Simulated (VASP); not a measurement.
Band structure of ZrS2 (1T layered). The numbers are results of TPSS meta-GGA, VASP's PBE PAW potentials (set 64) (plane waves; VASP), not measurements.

Without a dispersion term in the relaxation, distances and binding between the weakly bound layers, chains or molecules are unreliable, and so is what depends on them.

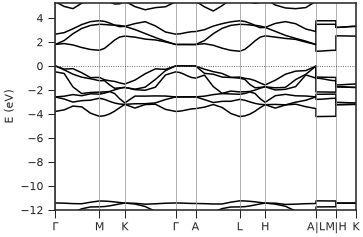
*Bands along high-symmetry lines, zero at the valence-band maximum or, without a gap, the Fermi level*

Problem. Read the plot: is there a gap, and where are the band edges?

Solution. The gap is indirect, 1.22 eV, from the valence maximum at Γ to the conduction minimum at L.

Measured: gap 1.70 eV (computed value off by -0.48 eV), as given by Miłosz Rybak et al., Nanomaterials (2022), arXiv:2210.12074.

The compound is ZrS2 in the 1T layered structure. It was relaxed first, which changed the volume by +23 %.
